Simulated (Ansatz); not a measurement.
```xyz
12

B    -0.0091   -0.4038   -0.4224
H     0.2718   -1.1495    0.4681
H     0.8251    0.1780   -1.0378
O    -1.2900   -0.2798   -0.8412
H    -1.9023   -0.7985   -0.3393
N    -0.2264    1.8796    1.3414
H    -0.8543    2.1647    0.6171
Si    1.2117    2.8119    1.6115
H     2.0826    2.0541    2.5310
H     1.8771    3.0144    0.3117
H     0.9822    4.1464    2.2151
H    -0.7448    1.5612    2.1347
```

These are results of RHF/6-31G* (Ansatz), not measurements.

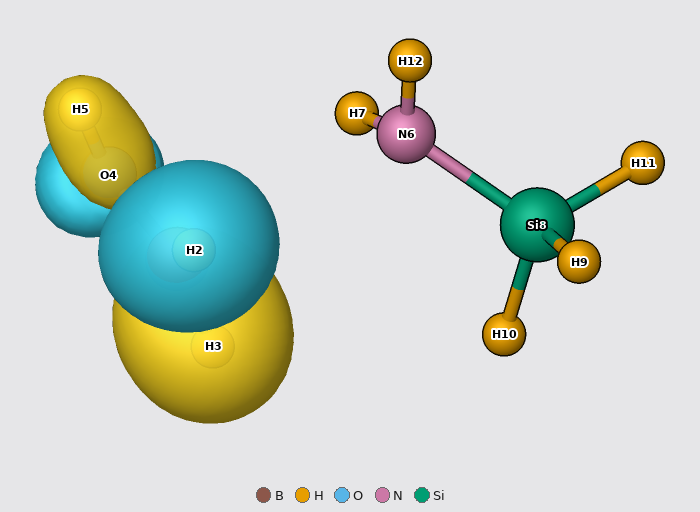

BH₃O···H₅NSi. The HOMO−1 at ±0.15 Å⁻³ᐟ² (yellow and cyan are the two phases), seen at a tilt.

Where does this orbital lie, and at what energy?

Answer. It lies mainly on B1 (about 35 %), H2 (about 25 %), H3 (about 20 %) and O4 (about 15 %). Its energy is −12.18 eV.
